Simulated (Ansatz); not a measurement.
A series of calculations on CH$_{9}$AsGeSi

### Relaxation

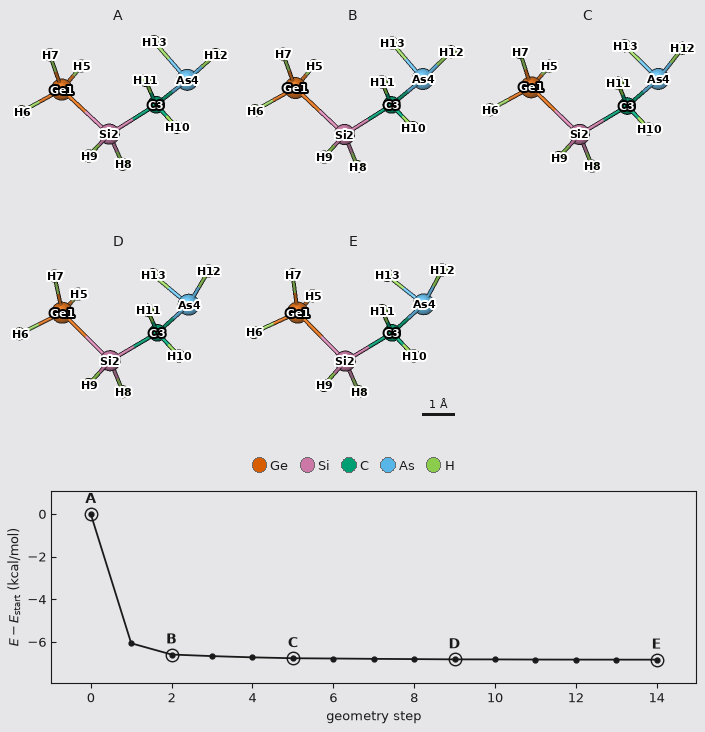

Frames of a relaxation of CH9AsGeSi, marked on the history of the run. The picture is a ball-and-stick view, seen at a tilt.

The run prepares an end point of a later path (inversion) calculation, from a guessed geometry.

Method: RKS LDA/def2-SVP in Ansatz.

Input file:
```yaml
crystal:
  periodic: [false, false, false]
  atoms:
    - { symbol: Ge, position_ang: [-1.4629, 0.1918, 1.3696] }
    - { symbol: Si, position_ang: [0.2497, -1.066, 0.6141] }
    - { symbol: C, position_ang: [1.2455, -0.106, -0.6344] }
    - { symbol: As, position_ang: [0.2952, 0.2446, -2.2507] }
    - { symbol: H, position_ang: [-2.4431, 0.5597, 0.1479] }
    - { symbol: H, position_ang: [-2.306, -0.5253, 2.4363] }
    - { symbol: H, position_ang: [-0.9317, 1.5544, 1.9666] }
    - { symbol: H, position_ang: [-0.2251, -2.2706, -0.0201] }
    - { symbol: H, position_ang: [1.1017, -1.4072, 1.8052] }
    - { symbol: H, position_ang: [2.1766, -0.703, -0.8639] }
    - { symbol: H, position_ang: [1.5883, 0.8555, -0.1501] }
    - { symbol: H, position_ang: [1.3354, 1.1949, -2.8116] }
    - { symbol: H, position_ang: [-0.6032, 1.4425, -1.5942] }
basis:
  gaussian: { orbitals: def2-SVP }
hamiltonian:
  xc: lda
relax:
  f_tol: 0.015
  max_steps: 40
```

Run as
```bash
ansatz run input.yaml --threads 2 --pin off --max-ram 3072MiB --backend cpu --events-out ev --progress --plain --runs-dir out
```

Describe the path.

Answer. The atom that moves furthest after the best rigid fit is H12 (0.44 Å). Largest moves by element: H 0.44 Å, C 0.12 Å, Ge 0.11 Å, As 0.11 Å, Si 0.05 Å. Some distances before and after: Ge1–Si2 2.255 → 2.363 Å, As4–H13 1.635 → 1.541 Å, Si2–H8 1.442 → 1.509 Å, C3–As4 1.907 → 1.975 Å. Among the angles between lasting bonds that change: H12–As4–H13 93.8° → 90.8°, Si2–Ge1–H5 109.6° → 112.0°, As4–C3–H10 109.6° → 107.3°. The energy falls by 6.83 kcal/mol in 14 geometry steps. The largest force component goes from 1.5 to 0.008 eV/Å. The forces were under the threshold at step 8, but the run went on from there. From step 0 to 2: H11 moves most (0.11 Å), energy −6.59 kcal/mol. From step 2 to 5: H12 moves most (0.16 Å), energy −0.17 kcal/mol. From step 5 to 9: H atoms move most (0.16 Å), energy −0.05 kcal/mol. From step 9 to 14: H7 moves most (0.11 Å), energy −0.01 kcal/mol.

### Relaxation

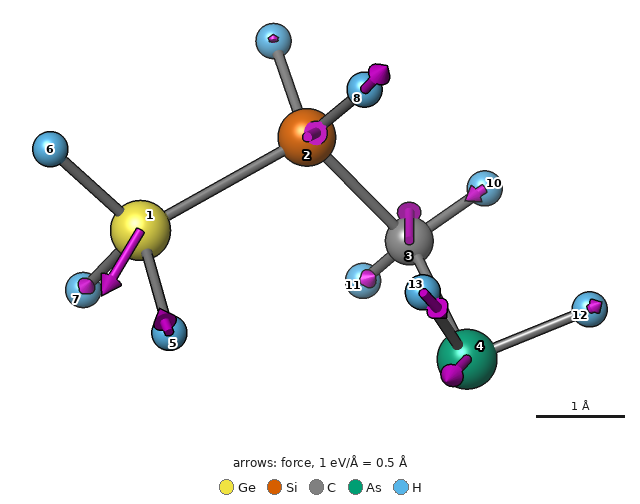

Starting geometry of CH₉AsGeSi with the computed forces as purple arrows. Style: ball-and-stick. Shown from a free direction.

The run prepares an end point of a later path (inversion) calculation, from a guessed geometry.

Method: Ansatz, RKS LDA/def2-SVP. (no spin polarisation; force threshold 0.015 eV/Å; at most 40 steps)

Q: Is this structure relaxed? If not, where do the atoms go?

A: It isn't relaxed: the largest force vector, on the Ge atom, is 1.86 eV/Å. The final displacements have little in common with the starting forces (cosine between the two patterns 0.13). The energy falls by 30.8 kJ/mol in 24 accepted moves (25 points after the start). Largest force component: 1.6 eV/Å at the start, 0.0034 eV/Å at the end. The line search rejected the trial step at point 12 of the run. The forces were under the threshold at step 21, but the run went on from there. An H atom moves most after the best rigid fit: 0.87 Å. By element the largest moves are H 0.87 Å, As 0.32 Å, C 0.21 Å, Si 0.16 Å, Ge 0.11 Å. Among the contacts that change: Ge–Si 2.255 → 2.364 Å, As–H 1.635 → 1.539 Å, As–C 1.907 → 1.975 Å, H–Si 1.442 → 1.509 Å. Bond angles that change, for instance: As–C–H 111.0° → 107.0°, Si–C–As 113.3° → 110.2°, H–As–H 93.8° → 91.0°. Groups turn about As–C by about 40°. The run took 70 s on 2 threads of Arm Neoverse V1 (shared host), peak memory 0.2 GiB.

### Path

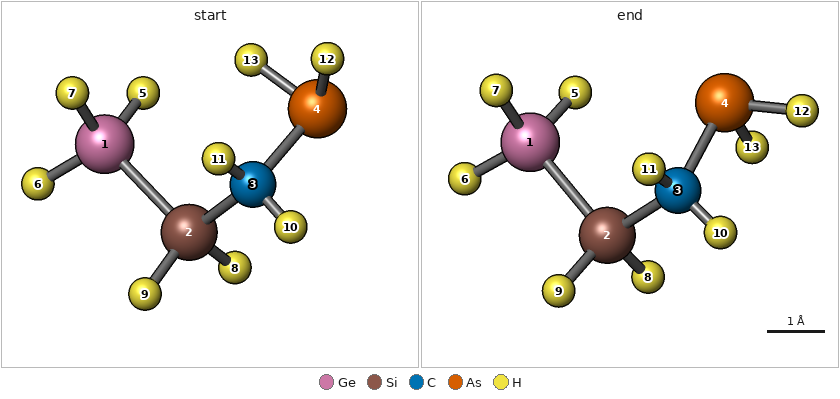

The two relaxed end points of a path for CH9AsGeSi. A ball-and-stick model, seen at a tilt.

Computed with RKS LDA/def2-SVP (Ansatz).

The input:
```yaml
crystal:
  periodic: [false, false, false]
  atoms:
    - { symbol: Ge, position_ang: [-1.517365, 0.267154, 1.306904] }
    - { symbol: Si, position_ang: [0.275254, -1.096393, 0.591744] }
    - { symbol: C, position_ang: [1.359484, -0.149468, -0.614093] }
    - { symbol: As, position_ang: [0.378123, 0.310524, -2.26518] }
    - { symbol: H, position_ang: [-2.604998, 0.410205, 0.217971] }
    - { symbol: H, position_ang: [-2.189376, -0.309047, 2.574389] }
    - { symbol: H, position_ang: [-1.000079, 1.686303, 1.645846] }
    - { symbol: H, position_ang: [-0.278023, -2.334716, -0.070566] }
    - { symbol: H, position_ang: [1.078898, -1.529196, 1.794065] }
    - { symbol: H, position_ang: [2.222315, -0.78616, -0.908837] }
    - { symbol: H, position_ang: [1.756944, 0.758795, -0.11436] }
    - { symbol: H, position_ang: [1.212133, 1.5601, -2.598557] }
    - { symbol: H, position_ang: [-0.672911, 1.177199, -1.544628] }
basis:
  gaussian: { orbitals: def2-SVP }
hamiltonian:
  xc: lda
neb:
  order_check: false
  images: 5
  f_tol: 0.03
  max_iterations: 60
  initial_path: idpp
  final_atoms:
    - { symbol: Ge, position_ang: [-1.52002018, 0.31758257, 1.44561557] }
    - { symbol: Si, position_ang: [0.25478232, -0.987035, 0.58682467] }
    - { symbol: C, position_ang: [1.35374401, 0.06046976, -0.51735592] }
    - { symbol: As, position_ang: [0.24975285, 1.14386639, -1.7457871] }
    - { symbol: H, position_ang: [-2.50361674, 0.73777877, 0.33061455] }
    - { symbol: H, position_ang: [-2.31541922, -0.4714164, 2.51043515] }
    - { symbol: H, position_ang: [-0.97493536, 1.60362667, 2.10867248] }
    - { symbol: H, position_ang: [-0.32904431, -2.11862726, -0.22348618] }
    - { symbol: H, position_ang: [1.03945569, -1.58184164, 1.73118439] }
    - { symbol: H, position_ang: [2.07163106, -0.58609989, -1.06379137] }
    - { symbol: H, position_ang: [1.9341903, 0.77105421, 0.11047024] }
    - { symbol: H, position_ang: [1.25299208, 1.13959149, -2.91283542] }
    - { symbol: H, position_ang: [-0.49311351, -0.06364967, -2.34586305] }
```

Command:
```bash
ansatz run input.yaml --threads 2 --pin off --max-ram 3072MiB --backend cpu --events-out ev --progress --plain --runs-dir out
```

Predict the minimum-energy path and its barrier.

Answer. The barrier is about 38.6 kcal/mol in both directions, with image 3 at the top; the ends have nearly the same energy. The motion is an umbrella inversion at As4. No bond forms or breaks between the ends. Among the angles between lasting bonds that change up to the highest image: H12–As4–H13 90.8° → 118.6°, C3–As4–H12 95.8° → 122.4°. The band converged in 25 iterations, with a climbing image at the top. At the top, the vibrational analysis gives one imaginary mode (913i cm⁻¹), as a transition state must have.

Energies of the converged images:

```json
{"image": "0", "path (Å)": "0.00", "E (kcal/mol)": "0.0"}
{"image": "1", "path (Å)": "1.04", "E (kcal/mol)": "0.2"}
{"image": "2", "path (Å)": "2.08", "E (kcal/mol)": "0.2"}
{"image": "3", "path (Å)": "3.11", "E (kcal/mol)": "38.6"}
{"image": "4", "path (Å)": "3.95", "E (kcal/mol)": "3.7"}
{"image": "5", "path (Å)": "4.79", "E (kcal/mol)": "0.1"}
{"image": "6", "path (Å)": "5.63", "E (kcal/mol)": "-0.1"}
```

The geometry at the top of the path:

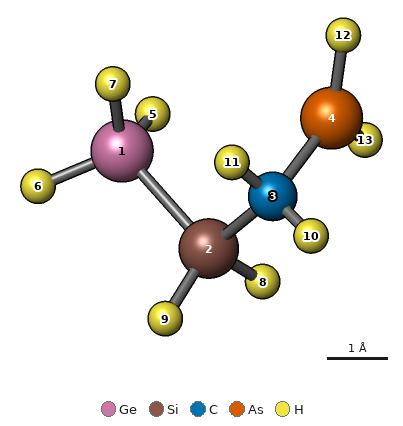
